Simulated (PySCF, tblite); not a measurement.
# C₄H₂F₃O₂−: dynamics, then NMR shifts on frames

How do NMR shifts of C₄H₂F₃O₂− (`C=C(C(=O)[O-])C(F)(F)F`) change as the atoms move?

Computed with tblite 0.8.0 and PySCF 2.14.0, with density-fitted response routines of our own, on a single molecule in the gas phase. Atoms count from 0, in the outputs and in this text.

## (1) The starting structure

11 atoms, charge -1, multiplicity 1; geometry from: GFN2-xTB.

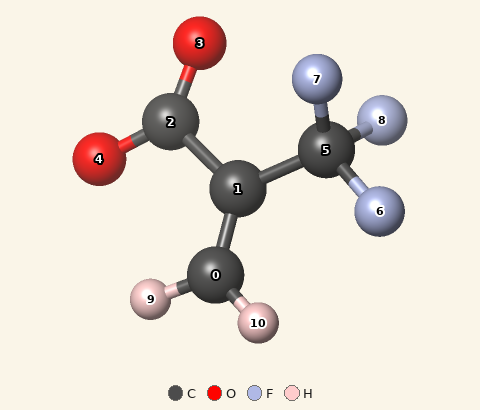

As it starts; carbon dark grey, oxygen red, fluorine light blue, hydrogen pink, atoms numbered.

## (2) Dynamics with GFN2-xTB

The job: settings as JSON, then the geometry in Å.

```
{"job": {"kind": "md", "xc": "GFN2-xTB", "basis": "xTB", "temperature": 300, "steps": 2000, "every": 50, "frames": 5}, "charge": -1, "multiplicity": 1}
C      0.410043    -1.285352    -0.640495
C      0.159569    -0.138697    -0.033530
C      1.298686     0.629970     0.804439
O      0.934741     1.685794     1.310850
O      2.376767     0.041827     0.814363
C     -1.185145     0.493189    -0.096956
F     -2.095480    -0.228667    -0.834497
F     -1.196552     1.706615    -0.676648
F     -1.784055     0.633098     1.099287
H      1.404384    -1.692370    -0.557125
H     -0.317535    -1.842737    -1.215653
```

Method: GFN2-xTB Langevin dynamics, gas phase.

Run with:

```
> OMP_NUM_THREADS=1 python probes_run.py task.json out
```

The driver reads the jobs from task.json and runs them one after another.

Output:

```text
t/fs     T/K      E/eV
    0.0   263.2   -874.71075
   25.0   140.8   -874.38636
   50.0   403.2   -874.55548
   75.0   280.8   -874.42477
  100.0   315.1   -874.51651
  125.0   248.3   -874.36561
  150.0   343.9   -874.34683
  175.0   287.1   -874.24803
  200.0   367.7   -874.40558
  225.0   275.0   -874.27989
  250.0   424.2   -874.47503
  275.0   296.4   -874.30247
  300.0   314.5   -874.44269
  325.0   288.4   -874.49366
  350.0   366.6   -874.49928
  375.0   403.5   -874.41336
  400.0   390.5   -874.42564
  425.0   329.6   -874.28324
  450.0   238.4   -874.34114
  475.0   245.8   -874.43280
  500.0   284.7   -874.41809
  525.0   329.8   -874.44340
  550.0   284.9   -874.45280
  575.0   307.2   -874.46795
  600.0   174.9   -874.44772
  625.0   191.8   -874.36312
  650.0   176.1   -874.37314
  675.0   229.0   -874.42934
  700.0   216.8   -874.43920
  725.0   225.8   -874.40487
  750.0   259.8   -874.44611
  775.0   316.3   -874.40992
  800.0   249.2   -874.34461
  825.0   176.9   -874.24908
  850.0   216.0   -874.30731
  875.0   322.5   -874.36416
  900.0   275.3   -874.36510
  925.0   226.6   -874.38679
  950.0   258.8   -874.48668
  975.0   324.3   -874.35224
 1000.0   293.6   -874.26208
```

Run time: 7.1 s. Hardware: 1 thread of Arm Neoverse V2, shared host; peak memory 0.18 GiB.

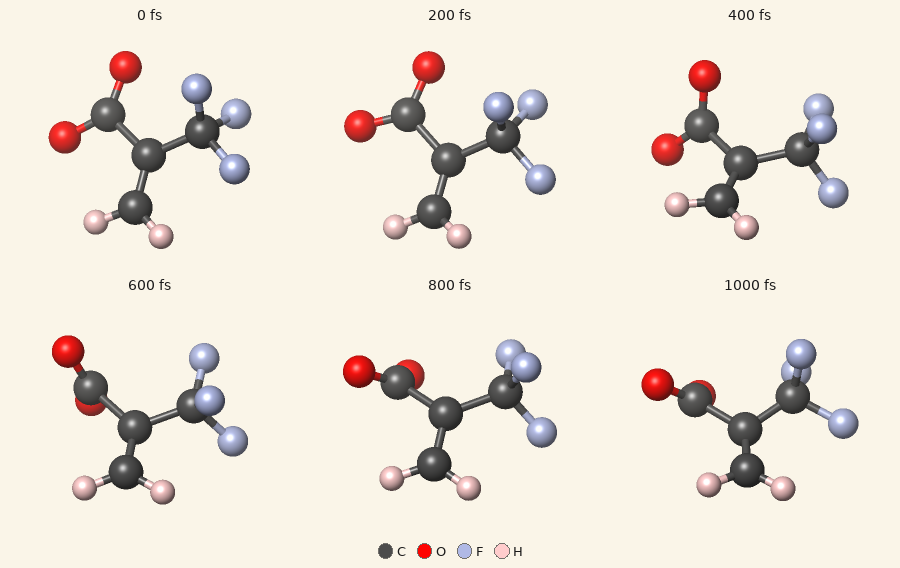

Frames of the run.

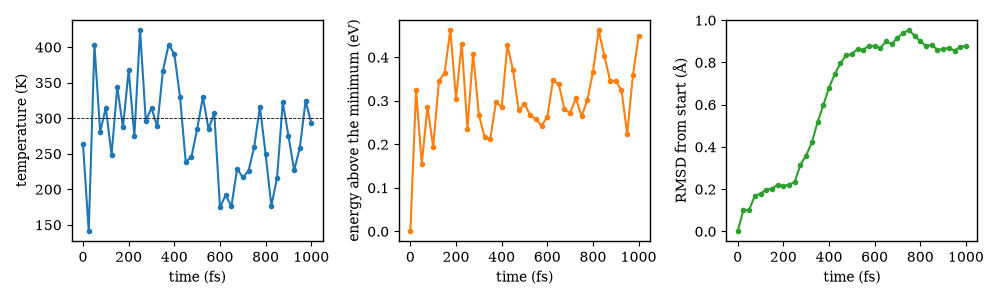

Temperature, potential energy and distance from the start.

Positions (Å) and forces (eV/Å) at 1000 fs:

```xyz
11

C    -0.361   -1.365   -1.541    1.330    1.195    1.449
C    -0.111   -0.643   -0.422   -0.481   -0.939   -2.616
C     1.205   -0.079    0.125    1.224    0.090   -0.546
O     1.948    0.494   -0.668    0.094    0.178   -0.392
O     1.330   -0.296    1.317    0.496   -0.317    1.175
C    -1.169    0.012    0.279   -2.104    0.799    1.680
F    -2.385   -0.635    0.278   -0.119   -0.281   -0.136
F    -1.518    1.223   -0.284    0.410   -0.327    0.211
F    -0.999    0.272    1.607   -0.248    0.049   -0.853
H     0.462   -1.576   -2.190    0.400   -0.340    0.007
H    -1.294   -1.715   -1.883   -1.004   -0.108    0.020
```

## (3) NMR shieldings: 250 fs, PBE0/pcSseg-1

The job: settings as JSON, then the geometry in Å.

```
{"job": {"kind": "nmr", "xc": "PBE0", "basis": "pcSseg-1", "pop": false}, "charge": -1, "multiplicity": 1}
C      0.362700    -1.491300    -0.632400
C     -0.002500    -0.393600     0.042400
C      1.141100     0.463000     0.762400
O      0.877200     1.566500     1.244600
O      2.226700    -0.150100     0.828600
C     -1.423100    -0.007100     0.079400
F     -2.343900    -1.024800    -0.156800
F     -1.767000     0.967000    -0.779800
F     -1.767300     0.434500     1.298500
H      1.432100    -1.791900    -0.494300
H     -0.382100    -2.101400    -1.229300
```

Method: GIAO PBE0/pcSseg-1 NMR shielding, non-relativistic, gas phase.

Output:

```text
coarse grid: 11016 points
cycle   1  E = -602.5562174197  dE =  1.486e+00  |g| = 1.377e+00  |ddm| = 3.159e+00
cycle   2  E = -600.4082942175  dE =  2.148e+00  |g| = 3.082e+00  |ddm| = 4.573e+00
cycle   3  E = -602.7821996600  dE = -2.374e+00  |g| = 6.762e-01  |ddm| = 4.233e+00
cycle   4  E = -602.8917866898  dE = -1.096e-01  |g| = 1.583e-01  |ddm| = 6.463e-01
cycle   5  E = -602.8959760565  dE = -4.189e-03  |g| = 1.024e-01  |ddm| = 2.640e-01
cycle   6  E = -602.8982376945  dE = -2.262e-03  |g| = 3.106e-02  |ddm| = 1.136e-01
cycle   7  E = -602.8984590249  dE = -2.213e-04  |g| = 9.490e-03  |ddm| = 3.026e-02
cycle   8  E = -602.8984735244  dE = -1.450e-05  |g| = 3.653e-03  |ddm| = 8.955e-03
cycle   9  E = -602.8984756863  dE = -2.162e-06  |g| = 1.603e-03  |ddm| = 4.589e-03
final grid: 112808 points
cycle  10  E = -602.9916002412  dE = -2.671e-05  |g| = 1.162e-02  |ddm| = 2.588e-02
cycle  11  E = -602.9915583088  dE =  4.193e-05  |g| = 1.932e-02  |ddm| = 2.705e-02
cycle  12  E = -602.9916240567  dE = -6.575e-05  |g| = 1.705e-03  |ddm| = 1.726e-02
cycle  13  E = -602.9916245915  dE = -5.348e-07  |g| = 5.354e-04  |ddm| = 1.764e-03
cycle  14  E = -602.9916246383  dE = -4.678e-08  |g| = 2.216e-04  |ddm| = 6.361e-04
cycle  15  E = -602.9916246471  dE = -8.777e-09  |g| = 6.170e-05  |ddm| = 1.952e-04
cycle  16  E = -602.9916246478  dE = -6.994e-10  |g| = 1.749e-05  |ddm| = 6.328e-05
converged SCF energy = -602.9916246478

GIAO shielding tensors (ppm)
atom      isotropic    diamagn.    paramagn.     s11        s22        s33       span
  0 C       49.171     254.878    -205.706    -73.327     62.927    157.915    231.242
  1 C       30.613     266.231    -235.618    -96.249     56.927    131.160    227.409
  2 C       24.537     237.087    -212.550    -77.410     54.192     96.828    174.238
  3 O       -2.233     405.591    -407.823   -161.564    -96.104    250.970    412.535
  4 O       17.805     405.938    -388.133   -172.714    -10.648    236.776    409.490
  5 C       48.646     238.566    -189.921     35.993     47.088     62.857     26.864
  6 F      239.608     475.289    -235.681    151.853    198.775    368.195    216.343
  7 F      244.902     475.156    -230.254    160.598    244.477    329.632    169.034
  8 F      248.608     473.714    -225.107    169.271    252.228    324.324    155.052
  9 H       23.577      30.343      -6.766     21.483     22.462     26.786      5.302
 10 H       24.914      29.886      -4.971     20.869     24.088     29.786      8.917
```

It took 17 s on 1 thread of Arm Neoverse V2, shared host; peak memory 0.73 GiB.

Shifts follow as δ = σ(reference) − σ, with reference shieldings (ppm) from runs at the same level and on the same kind of geometry: ¹H TMS 31.72, ¹³C TMS 186.9, ¹⁹F CFCl3 170.9, ¹⁷O H2O 336.1. The references are single molecules in the gas phase, so shifts against H2O, NH3, PH3, H3PO4 or CFCl3 are not on the usual liquid scales and can be off by tens of ppm. Each atom is listed at this fixed geometry, with no averaging over motion; a spectrum would average atoms that exchange fast.

```tsv
atoms	environment	σ (ppm)	δ (ppm)
C2	carboxylate carbon	24.5	162.4
C1	α carbon of a C=C–C=O unit	30.6	156.3
C5	CF3 carbon	48.6	138.3
C0	β carbon of a C=C–C=O unit	49.2	137.8
H9	hydrogen on a β carbon of a C=C–C=O unit	23.58	8.14
H10	hydrogen on a β carbon of a C=C–C=O unit	24.91	6.80
O3	carboxylate oxygen	-2.2	338.3
O4	carboxylate oxygen	17.8	318.3
F6	fluorine of a CF3 group	239.6	-68.7
F7	fluorine of a CF3 group	244.9	-74.0
F8	fluorine of a CF3 group	248.6	-77.7
```

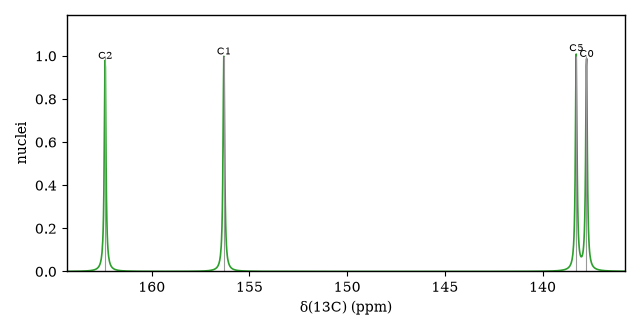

¹³C lines at the computed shifts, without couplings. Lines are broadened to a width of 0.10 ppm (Lorentzian).

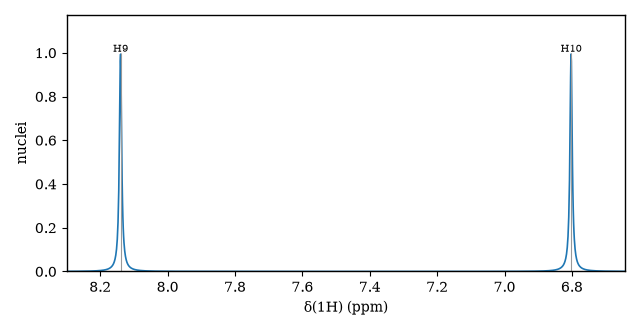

¹H lines at the computed shifts, without couplings. Lines are broadened to a width of 0.01 ppm (Lorentzian).

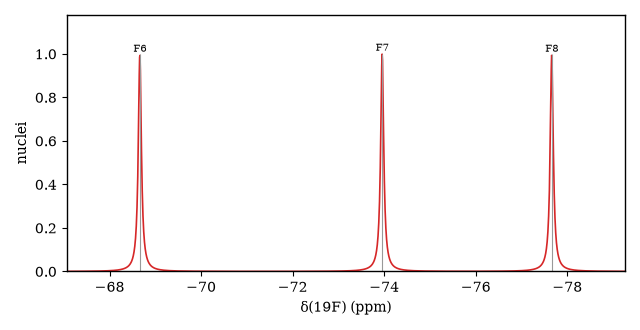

¹⁹F lines at the computed shifts, without couplings. Lines are broadened to a width of 0.08 ppm (Lorentzian).

The fields below are evaluated on a grid from the run's orbitals.

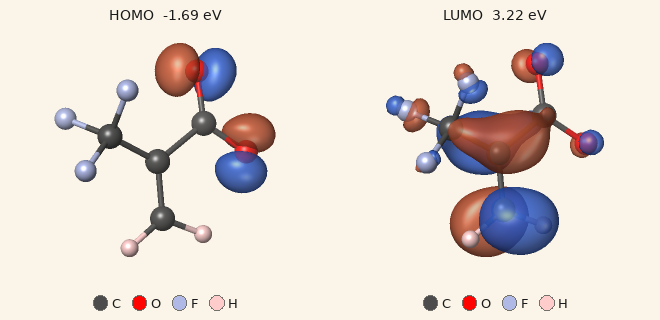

Frontier orbitals at PBE0/pcSseg-1; each surface holds 70 % of the orbital's density, blue and red mark the sign.

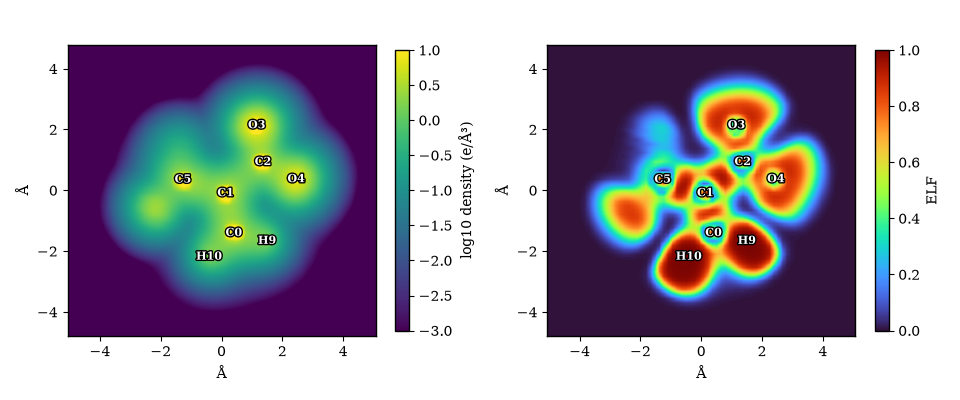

Density (left) and ELF (right) in a plane through or near 8 of the atoms.

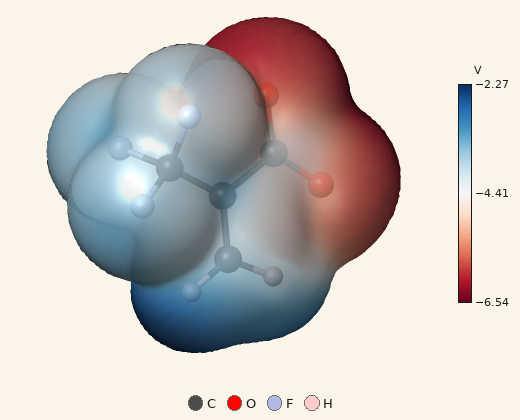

The potential that a unit positive charge feels on the 0.002 e/bohr³ surface, from the 1st to the 99th percentile, from -6.54 V near O4 to -2.27 V near H10.

(Part 1 of 2 ends here.)
